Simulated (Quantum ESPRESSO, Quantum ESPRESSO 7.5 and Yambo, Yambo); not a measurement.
# CuI (Marshite): G0W0 with Yambo, start to end

Aim: the G0W0 gap of CuI (Marshite) on PBE, step by step.

Method: PBE and many-body steps on it, plane waves, in Quantum ESPRESSO 7.5 and Yambo 5.3.0.

The database entry behind the starting cell differs from later determinations by our own check (about 0.15 % long (mineral sample)), so it need not match the best structure at ambient conditions.

In doubt: a PseudoDojo file used here is known to give poor structures and forces, which bears on pressures, cells, forces and phonons.

## Step 1: The structure

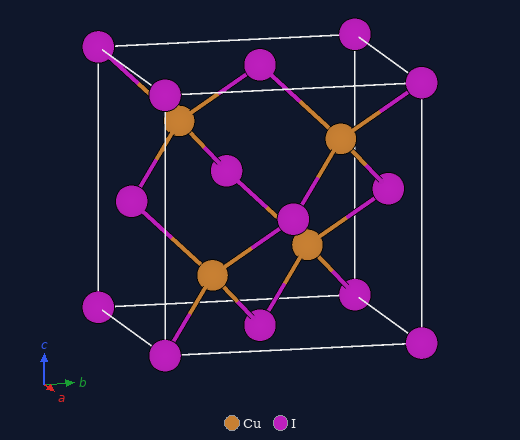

Start, viewed slightly off an axis; copper orange, iodine pink. This picture shows the conventional cell, with its axes. Bonds to atoms that aren't drawn are left out. Some periodic images of atoms are drawn too.

The cell and positions come from the Crystallography Open Database and are kept as given unless a step says otherwise. Spin-orbit coupling is left out unless a step names it.

## Step 2: Ground state

This step: Quantum ESPRESSO 7.5; DFT, PBE, plane waves, norm-conserving pseudopotentials.

The ground-state density comes first.

Input file pw.in:

```
&control
  calculation = 'scf'
  prefix = 'x'
  outdir = 'o'
  pseudo_dir = 'pseudo'
/
&system
  ibrav = 0
  nat = 2
  ntyp = 2
  ecutwfc = 84.0
  nbnd = 27
  force_symmorphic = .true.
/
&electrons
  conv_thr = 1e-10
  electron_maxstep = 80
  mixing_beta = 0.5
/
ATOMIC_SPECIES
  Cu 63.546 Cu.upf
  I 126.9 I.upf
CELL_PARAMETERS angstrom
  0.0000000000 3.0315000000 3.0315000000
  3.0315000000 -0.0000000000 3.0315000000
  3.0315000000 3.0315000000 0.0000000000
ATOMIC_POSITIONS crystal
  Cu 0.2500000000 0.2500000000 0.2500000000
  I 0.0000000000 0.0000000000 0.0000000000
K_POINTS automatic
  6 6 6 0 0 0
```

Launch:

```sh
$ OMP_NUM_THREADS=1 mpirun -n 4 pw.x -nk 4 -in pw.in > pw.out
```

The program printed:

```text
Program PWSCF v.7.5 starts

     This program is part of the open-source Quantum ESPRESSO suite
     for quantum simulation of materials; please cite
         "P. Giannozzi et al., J. Phys.:Condens. Matter 21 395502 (2009);
         "P. Giannozzi et al., J. Phys.:Condens. Matter 29 465901 (2017);
         "P. Giannozzi et al., J. Chem. Phys. 152 154105 (2020);
     in publications or presentations arising from this work. More details at
     Message from routine setup:
     using ibrav=0 with symmetry is DISCOURAGED, use correct ibrav instead

     G-vector sticks info

     bravais-lattice index     =            0
     lattice parameter (alat)  =       8.1016  a.u.
     unit-cell volume          =     376.0099 (a.u.)^3
     number of atoms/cell      =            2
     number of atomic types    =            2
     number of electrons       =        44.00
     number of Kohn-Sham states=           27
     kinetic-energy cutoff     =      84.0000  Ry
     charge density cutoff     =     336.0000  Ry
     scf convergence threshold =      1.0E-10
     mixing beta               =       0.5000
     number of iterations used =            8  plain     mixing
     Exchange-correlation= PBE
                           (   1   4   3   4   0   0   0)

     celldm(1)=   8.101612  celldm(2)=   0.000000  celldm(3)=   0.000000
     celldm(4)=   0.000000  celldm(5)=   0.000000  celldm(6)=   0.000000

     crystal axes: (cart. coord. in units of alat)
               a(1) = (   0.000000   0.707107   0.707107 )
               a(2) = (   0.707107  -0.000000   0.707107 )
               a(3) = (   0.707107   0.707107   0.000000 )

     reciprocal axes: (cart. coord. in units 2 pi/alat)
               b(1) = ( -0.707107  0.707107  0.707107 )
               b(2) = (  0.707107 -0.707107  0.707107 )
               b(3) = (  0.707107  0.707107 -0.707107 )
     Pseudo is Norm-conserving + core correction, Zval = 19.0
     Generated using ONCVPSP code by D. R. Hamann
     Using radial grid of 1492 points,  6 beta functions with:
     Pseudo is Norm-conserving + core correction, Zval = 25.0
     Generated using ONCVPSP code by D. R. Hamann
     Using radial grid of 1188 points,  8 beta functions with:
     Cu               19.00    63.54600     Cu( 1.00)
     I                25.00   126.90000     I ( 1.00)

     24 Sym. Ops. (no inversion) found

   Cartesian axes

     site n.     atom                  positions (alat units)
         1        Cu     tau(   1) = (   0.3535534   0.3535534   0.3535534  )
         2        I      tau(   2) = (   0.0000000   0.0000000   0.0000000  )

     number of k points=    16
                       cart. coord. in units 2pi/alat
        k(    1) = (   0.0000000   0.0000000   0.0000000), wk =   0.0092593
        k(    2) = (   0.1178511   0.1178511  -0.1178511), wk =   0.0740741
        k(    3) = (   0.2357023   0.2357023  -0.2357023), wk =   0.0740741
        k(    4) = (  -0.3535534  -0.3535534   0.3535534), wk =   0.0370370
        k(    5) = (   0.2357023   0.0000000  -0.0000000), wk =   0.0555556
        k(    6) = (   0.3535534   0.1178511  -0.1178511), wk =   0.2222222
        k(    7) = (  -0.2357023  -0.4714045   0.4714045), wk =   0.2222222
        k(    8) = (  -0.1178511  -0.3535534   0.3535534), wk =   0.2222222
        k(    9) = (   0.0000000  -0.2357023   0.2357023), wk =   0.1111111
        k(   10) = (   0.4714045   0.0000000  -0.0000000), wk =   0.0555556
     [... 4 further rows ...]
        k(   15) = (  -0.1178511  -0.3535534   0.5892557), wk =   0.2222222
        k(   16) = (  -0.7071068   0.2357023   0.0000000), wk =   0.1111111

     Dense  grid:    39189 G-vectors     FFT dimensions: (  48,  48,  48)

     Initial potential from superposition of free atoms

     starting charge      43.9996, renormalised to      44.0000
     Starting wfcs are   23 randomized atomic wfcs +    4 random wfcs

     per-process dynamical memory:    34.5 Mb

     Self-consistent Calculation

     iteration #  1     ecut=    84.00 Ry     beta= 0.50

     Threshold (ethr) on eigenvalues was too large:
     Diagonalizing with lowered threshold

     total energy              =   -1004.64241301 Ry
     estimated scf accuracy    <       0.07425751 Ry

     iteration #  2     ecut=    84.00 Ry     beta= 0.50

     total energy              =   -1004.66553308 Ry
     estimated scf accuracy    <       0.06640166 Ry

     iteration #  3     ecut=    84.00 Ry     beta= 0.50

     total energy              =   -1004.67483485 Ry
     estimated scf accuracy    <       0.00140042 Ry

     iteration #  4     ecut=    84.00 Ry     beta= 0.50

     total energy              =   -1004.67512242 Ry
     estimated scf accuracy    <       0.00084776 Ry

     iteration #  5     ecut=    84.00 Ry     beta= 0.50

     total energy              =   -1004.67526120 Ry
     estimated scf accuracy    <       0.00000621 Ry

     iteration #  6     ecut=    84.00 Ry     beta= 0.50

     total energy              =   -1004.67525988 Ry
     estimated scf accuracy    <       0.00001651 Ry

     iteration #  7     ecut=    84.00 Ry     beta= 0.50

     total energy              =   -1004.67526477 Ry
     estimated scf accuracy    <       0.00000369 Ry

     iteration #  8     ecut=    84.00 Ry     beta= 0.50

     total energy              =   -1004.67526522 Ry
     estimated scf accuracy    <       0.00000010 Ry

     iteration #  9     ecut=    84.00 Ry     beta= 0.50

     total energy              =   -1004.67526523 Ry
     estimated scf accuracy    <          8.7E-09 Ry

     iteration # 10     ecut=    84.00 Ry     beta= 0.50

     total energy              =   -1004.67526523 Ry
     estimated scf accuracy    <          8.6E-09 Ry

     iteration # 11     ecut=    84.00 Ry     beta= 0.50

     End of self-consistent calculation

          k = 0.0000 0.0000 0.0000 (  4909 PWs)   bands (ev):

  -167.0560-113.9829-113.9829-113.9829-102.3482 -59.7749 -59.7749 -59.7749
   -36.5976 -36.5976 -36.5952 -36.5952 -36.5952  -4.8943   5.5003   5.5003
     5.5003   7.3186   7.3186   9.1591   9.1591   9.1591  10.2556  14.0271
    14.0271  14.0271  17.2831

          k = 0.1179 0.1179-0.1179 (  4870 PWs)   bands (ev):

  -167.0560-113.9828-113.9828-113.9828-102.3482 -59.7748 -59.7748 -59.7748
   -36.5942 -36.5942 -36.5936 -36.5874 -36.5874  -4.7695   4.9894   5.5088
     5.5088   7.3098   7.3098   8.2966   8.9664   8.9664  11.1872  14.0221
    14.3750  14.3750  17.9718

          k = 0.2357 0.2357-0.2357 (  4879 PWs)   bands (ev):

  -167.0560-113.9828-113.9828-113.9828-102.3482 -59.7748 -59.7748 -59.7748
   -36.5953 -36.5953 -36.5926 -36.5874 -36.5874  -4.4958   4.0114   5.5190
     5.5190   7.3210   7.3210   7.6146   8.6206   8.6206  11.3723  14.6367
    14.6367  15.5573  17.7768

          k =-0.3536-0.3536 0.3536 (  4910 PWs)   bands (ev):

     [... further k-points ...]

     highest occupied, lowest unoccupied level (ev):     9.1591   10.2556

!    total energy              =   -1004.67526523 Ry
     estimated scf accuracy    <          2.5E-12 Ry

     The total energy is the sum of the following terms:
     one-electron contribution =    -810.28903411 Ry
     hartree contribution      =     392.75897309 Ry
     xc contribution           =    -126.08869929 Ry
     ewald contribution        =    -461.05650492 Ry

     convergence has been achieved in  11 iterations

     XML data file, charge density, pseudopotentials, collected wavefunctions

=------------------------------------------------------------------------------=
   JOB DONE.
=------------------------------------------------------------------------------=
```

It took 9.5 s on 4 MPI ranks of Arm Neoverse V2, shared host; peak memory 0.33 GiB; 38 s of CPU time.

This step gave:

- total energy: -13669.3033 eV
- gap: 1.096 eV
- k of the valence top: 0, 0, 0
- k of the conduction bottom: 0, 0, 0
- least direct gap: 1.096 eV

The gap is direct, at Γ.

## Step 3: Bands along the symmetry lines

The cheap functional maps the bands first; the places of the edges decide which points the dearer methods must see.

Input file pw.in:

```
&control
  calculation = 'bands'
  prefix = 'x'
  outdir = 'o'
  pseudo_dir = 'pseudo'
/
&system
  ibrav = 0
  nat = 2
  ntyp = 2
  ecutwfc = 84.0
  nbnd = 28
  force_symmorphic = .true.
/
&electrons
  conv_thr = 1e-9
  electron_maxstep = 80
  diago_full_acc = .true.
  diago_thr_init = 5e-6
/
ATOMIC_SPECIES
  Cu 63.546 Cu.upf
  I 126.9 I.upf
CELL_PARAMETERS angstrom
  0.0000000000 3.0315000000 3.0315000000
  3.0315000000 -0.0000000000 3.0315000000
  3.0315000000 3.0315000000 0.0000000000
ATOMIC_POSITIONS crystal
  Cu 0.2500000000 0.2500000000 0.2500000000
  I 0.0000000000 0.0000000000 0.0000000000
K_POINTS crystal
  50
  0.00000000 0.00000000 0.00000000 1
  -0.06250000 -0.06250000 0.00000000 1
  -0.12500000 -0.12500000 0.00000000 1
  -0.18750000 -0.18750000 0.00000000 1
  -0.25000000 -0.25000000 0.00000000 1
  -0.31250000 -0.31250000 0.00000000 1
  -0.37500000 -0.37500000 0.00000000 1
  -0.43750000 -0.43750000 0.00000000 1
  -0.50000000 -0.50000000 0.00000000 1
  -0.48437500 -0.48437500 0.03125000 1
  -0.46875000 -0.46875000 0.06250000 1
  -0.45312500 -0.45312500 0.09375000 1
  -0.43750000 -0.43750000 0.12500000 1
  -0.42187500 -0.42187500 0.15625000 1
  -0.40625000 -0.40625000 0.18750000 1
  -0.39062500 -0.39062500 0.21875000 1
  -0.37500000 -0.37500000 0.25000000 1
  -0.37500000 0.00000000 0.37500000 1
  -0.32812500 0.00000000 0.32812500 1
  -0.28125000 0.00000000 0.28125000 1
  -0.23437500 0.00000000 0.23437500 1
  -0.18750000 0.00000000 0.18750000 1
  -0.14062500 0.00000000 0.14062500 1
  -0.09375000 0.00000000 0.09375000 1
  -0.04687500 0.00000000 0.04687500 1
  0.00000000 0.00000000 0.00000000 1
  0.00000000 0.00000000 0.06250000 1
  0.00000000 0.00000000 0.12500000 1
  0.00000000 0.00000000 0.18750000 1
  0.00000000 0.00000000 0.25000000 1
  0.00000000 0.00000000 0.31250000 1
  0.00000000 0.00000000 0.37500000 1
  0.00000000 0.00000000 0.43750000 1
  -0.00000000 0.00000000 0.50000000 1
  -0.06250000 -0.03125000 0.46875000 1
  -0.12500000 -0.06250000 0.43750000 1
  -0.18750000 -0.09375000 0.40625000 1
  -0.25000000 -0.12500000 0.37500000 1
  -0.31250000 -0.15625000 0.34375000 1
  -0.37500000 -0.18750000 0.31250000 1
  -0.43750000 -0.21875000 0.28125000 1
  -0.50000000 -0.25000000 0.25000000 1
  -0.50000000 -0.28125000 0.21875000 1
  -0.50000000 -0.31250000 0.18750000 1
  -0.50000000 -0.34375000 0.15625000 1
  -0.50000000 -0.37500000 0.12500000 1
  -0.50000000 -0.40625000 0.09375000 1
  -0.50000000 -0.43750000 0.06250000 1
  -0.50000000 -0.46875000 0.03125000 1
  -0.50000000 -0.50000000 0.00000000 1
```

The program printed:

```text
[banner, memory and clock lines left out]
Program PWSCF v.7.5 starts

     Atomic positions and unit cell read from directory:
     o/x.save/

     Message from routine setup:
     using ibrav=0 with symmetry is DISCOURAGED, use correct ibrav instead

     G-vector sticks info

     bravais-lattice index     =            0
     lattice parameter (alat)  =       8.1016  a.u.
     unit-cell volume          =     376.0099 (a.u.)^3
     number of atoms/cell      =            2
     number of atomic types    =            2
     number of electrons       =        44.00
     number of Kohn-Sham states=           28
     kinetic-energy cutoff     =      84.0000  Ry
     charge density cutoff     =     336.0000  Ry
     Exchange-correlation= PBE
                           (   1   4   3   4   0   0   0)

     celldm(1)=   8.101612  celldm(2)=   0.000000  celldm(3)=   0.000000
     celldm(4)=   0.000000  celldm(5)=   0.000000  celldm(6)=   0.000000

     crystal axes: (cart. coord. in units of alat)
               a(1) = (   0.000000   0.707107   0.707107 )
               a(2) = (   0.707107  -0.000000   0.707107 )
               a(3) = (   0.707107   0.707107   0.000000 )

     reciprocal axes: (cart. coord. in units 2 pi/alat)
               b(1) = ( -0.707107  0.707107  0.707107 )
               b(2) = (  0.707107 -0.707107  0.707107 )
               b(3) = (  0.707107  0.707107 -0.707107 )
     Pseudo is Norm-conserving + core correction, Zval = 19.0
     Generated using ONCVPSP code by D. R. Hamann
     Using radial grid of 1492 points,  6 beta functions with:
     Pseudo is Norm-conserving + core correction, Zval = 25.0
     Generated using ONCVPSP code by D. R. Hamann
     Using radial grid of 1188 points,  8 beta functions with:
     Cu               19.00    63.54600     Cu( 1.00)
     I                25.00   126.90000     I ( 1.00)

     24 Sym. Ops. (no inversion) found

   Cartesian axes

     site n.     atom                  positions (alat units)
         1        Cu     tau(   1) = (   0.3535534   0.3535534   0.3535534  )
         2        I      tau(   2) = (   0.0000000   0.0000000   0.0000000  )

     number of k points=    50
                       cart. coord. in units 2pi/alat
        k(    1) = (   0.0000000   0.0000000   0.0000000), wk =   0.0400000
        k(    2) = (   0.0000000   0.0000000  -0.0883883), wk =   0.0400000
        k(    3) = (   0.0000000   0.0000000  -0.1767767), wk =   0.0400000
[...]
[... 38 further rows ...]
        k(   49) = (   0.0441942  -0.0000000  -0.7071068), wk =   0.0400000
        k(   50) = (   0.0000000   0.0000000  -0.7071068), wk =   0.0400000

     Dense  grid:    39189 G-vectors     FFT dimensions: (  48,  48,  48)

     The potential is recalculated from file :
     o/x.save/charge-density

     Starting wfcs are   23 randomized atomic wfcs +    5 random wfcs

     Band Structure Calculation

     End of band structure calculation

          k = 0.0000 0.0000 0.0000 (  4909 PWs)   bands (ev):

  -167.0560-113.9828-113.9828-113.9828-102.3482 -59.7749 -59.7749 -59.7749
   -36.5976 -36.5976 -36.5952 -36.5952 -36.5952  -4.8943   5.5003   5.5003
     5.5003   7.3186   7.3186   9.1591   9.1591   9.1591  10.2556  14.0271
    14.0271  14.0271  17.2832  18.8735

          k = 0.0000 0.0000-0.0884 (  4925 PWs)   bands (ev):

  -167.0560-113.9829-113.9829-113.9828-102.3482 -59.7750 -59.7750 -59.7749
   -36.5994 -36.5985 -36.5985 -36.5982 -36.5949  -4.8696   5.4099   5.4956
[...]
14.1755  14.1755  17.5784  18.1738

          k = 0.0000 0.0000-0.1768 (  4897 PWs)   bands (ev):

  -167.0560-113.9829-113.9829-113.9828-102.3482 -59.7749 -59.7749 -59.7748
[...]
14.5885  14.5885  17.0946  18.4674

          k =-0.0000 0.0000-0.2652 (  4905 PWs)   bands (ev):

[...]
k = 0.0000 0.0000-0.3536 (  4865 PWs)   bands (ev):

[...]
k = 0.0000-0.0000-0.4419 (  4897 PWs)   bands (ev):

[...]
k =-0.0000 0.0000-0.5303 (  4884 PWs)   bands (ev):

[...]
k = 0.0000-0.0000-0.6187 (  4888 PWs)   bands (ev):

[...]
k = 0.5303-0.0000-0.5303 (  4914 PWs)   bands (ev):

[...]
k = 0.0000 0.0000 0.0000 (  4909 PWs)   bands (ev):

[...]
k = 0.1326 0.0000-0.7071 (  4890 PWs)   bands (ev):

[...]
k = 0.0884-0.0000-0.7071 (  4884 PWs)   bands (ev):

[...]
k = 0.0442-0.0000-0.7071 (  4882 PWs)   bands (ev):

  -167.0560-113.9828-113.9828-113.9828-102.3482 -59.7749 -59.7748 -59.7748
[...]
18.1644  18.7147  18.9658  20.7298

          k = 0.0000 0.0000-0.7071 (  4880 PWs)   bands (ev):

  -167.0560-113.9828-113.9828-113.9828-102.3482 -59.7749 -59.7748 -59.7748
   -36.5931 -36.5931 -36.5925 -36.5916 -36.5867  -4.1574   3.5576   5.3813
     5.3814   7.2933   7.3713   7.4075   7.6717   7.6717  11.8621  12.0485
    18.3107  18.8995  18.8995  20.6969

     XML data file, pseudopotentials, collected wavefunctions
```

It took 6.5 s on 4 MPI ranks; peak memory 0.27 GiB; 26 s of CPU time.

Numbers from this step:

```yaml
gap: 1.096 eV
k_of_the_valence_top: 0, 0, 0
k_of_the_conduction_bottom: 0, 0, 0
least_direct_gap: 1.096 eV
```

The gap is 1.096 eV, as in the run before at this level.

Electronic bands along the path, in eV, zero at the top of the highest filled band:

| point | band 19 | band 20 | band 21 | band 22 | band 23 | band 24 | band 25 | band 26 |
| --- | --- | --- | --- | --- | --- | --- | --- | --- |
| Γ | -1.84 | 0.00 | 0.00 | 0.00 | 1.10 | 4.87 | 4.87 | 4.87 |
| X | -1.79 | -1.75 | -1.49 | -1.49 | 2.70 | 2.89 | 9.15 | 9.74 |
| U | -1.81 | -1.70 | -1.50 | -1.24 | 3.08 | 4.60 | 7.53 | 7.86 |
| jump to K | -1.81 | -1.70 | -1.50 | -1.24 | 3.08 | 4.60 | 7.53 | 7.86 |
| Γ | -1.84 | 0.00 | 0.00 | 0.00 | 1.10 | 4.87 | 4.87 | 4.87 |
| L | -1.81 | -1.77 | -0.71 | -0.71 | 2.12 | 5.41 | 5.41 | 7.37 |
| W | -1.89 | -1.76 | -1.59 | -1.25 | 4.47 | 4.65 | 6.00 | 6.38 |
| X | -1.79 | -1.75 | -1.49 | -1.49 | 2.70 | 2.89 | 9.15 | 9.74 |

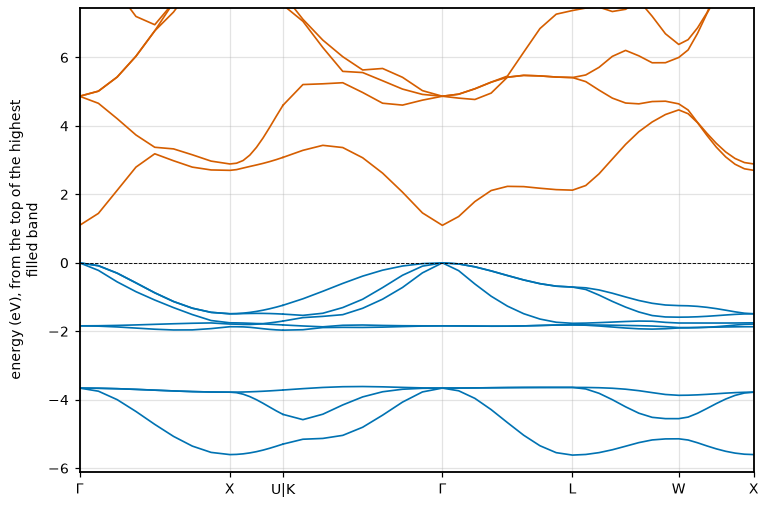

Electronic bands along the path; lines of filled and empty bands in two colours.

(Part 1 of 3 ends here.)

[Paths, hosts, dates, memory and timing lines, banners, echoed tables and standing remarks are left out of the program output.]

[Logs are printed without paths, hosts, clocks, repeated set-up lines and the standing remarks that a program may print on its own settings, such as how far it seeks lower states.]

[Runs of the session that timed out or met a known fault of the program may be left out.]

[Hosts, paths, dates, database ids (printed as entryN), source tags and the programs' standing remarks are cut or masked in the printed files.]
